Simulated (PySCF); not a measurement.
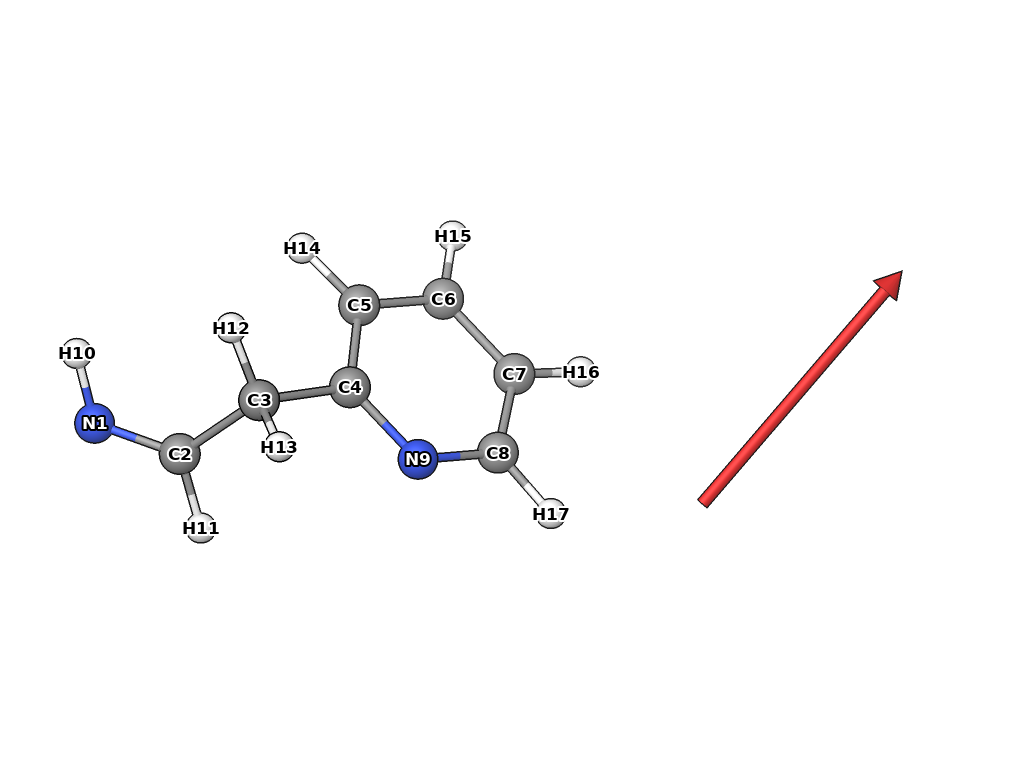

The arrow beside the molecule shows the direction of the dipole moment, from the negative to the positive end (its length means nothing). The computed structure is the end point of a GFN2-xTB optimisation. No frequency run is at hand to confirm it as a minimum. Method: PBE0/pcSseg-1, gas phase (PySCF 2.14.0).

**Estimate the dipole moment.**

3.17 D; it points from the side of N1, H11 to the side of H15 (the outermost atoms at the two ends).
